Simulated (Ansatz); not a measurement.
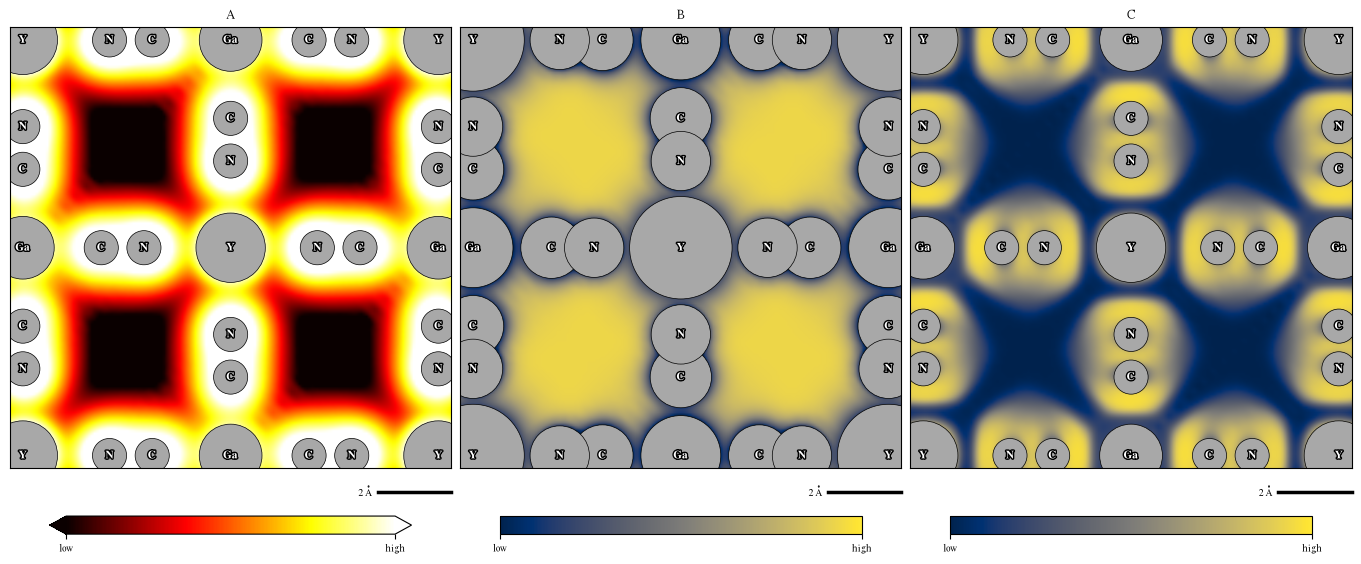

YGaC₆N₆: 3 fields on the (001) plane of the conventional cell, with unlabelled colour scales. Grey discs cover the atomic cores.

Space group Fm-3m; a structure generated by program, which may or may not match a known phase.

These are results of Ansatz, DFT PBE, scalar-relativistic, plane waves, PAW, not measurements.

Which field does each panel show? The fields are: electron localisation function, electrostatic potential energy of an electron and valence pseudo-density.

Panel A: valence pseudo-density. Panel B: electrostatic potential energy of an electron (low next to the atoms, rising into the space between them). Panel C: electron localisation function. From the grid: Ga–C (2.14 Å): ρ is about 0.53 e/Å³ halfway; the ELF peaks at about 0.95 in the valence shell of C, 0.6 Å from its nucleus, and is about 0.50 at the midpoint.
